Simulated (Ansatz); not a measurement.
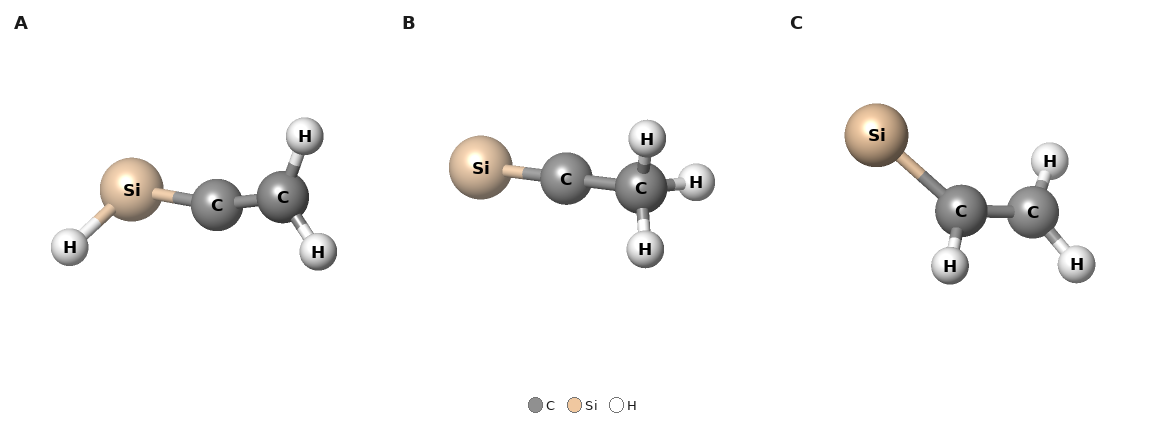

3 stationary structures of one formula. State: neutral, doublet. Geometries: PBE0-D4/def2-TZVP. Electronic energies: UHF-CCSD(T) (frozen core)/def2-TZVPP (Ansatz 0.2.0), without zero-point energy. No frequency run is at hand to confirm each as a minimum.

Rank them by energy, lowest first.

C is lowest (Cs); B lies 11.6 kcal/mol above it, A lies 17.3 kcal/mol above it.

The determinant isn't a pure spin state (⟨S²⟩ up to 1.12).
